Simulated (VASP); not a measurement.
Data:

```yaml
crystal:
  lattice:
    - [3.11314, 0.00000, 0.00000]
    - [-1.55657, 2.69606, 0.00000]
    - [0.00000, 0.00000, 4.79566]
  atoms:
    - { symbol: Nb, position: [0.66667, 0.33333, 0.25399] }
    - { symbol: Nb, position: [0.33333, 0.66667, 0.74601] }
    - { symbol: N, position: [0.00000, 0.00000, 0.50000] }
```

Level of theory: PBEsol GGA, VASP's PBE PAW potentials (set 64) (plane waves; VASP 6.6.1). Numerical set-up: 520 eV cut-off, 13×13×7 Γ-centred mesh, tetrahedra with Blöchl corrections, potentials Nb_sv N.

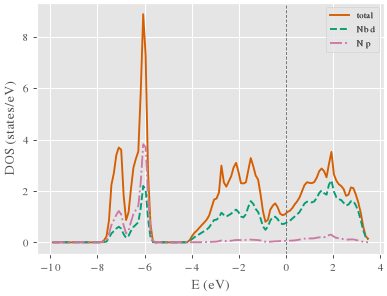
Figure: Total and projected density of states, zero at the Fermi level

Within 2 eV below the Fermi level the largest weight inside VASP's projection spheres is Nb d.

It has no gap at this level: it comes out as a metal or semimetal.

The structure comes from a computed database's Nb2N entry (P-3m1); how it stands against other phases isn't given here. It was relaxed first. The electron count is odd and the run is not spin-polarised, which forces a metal.
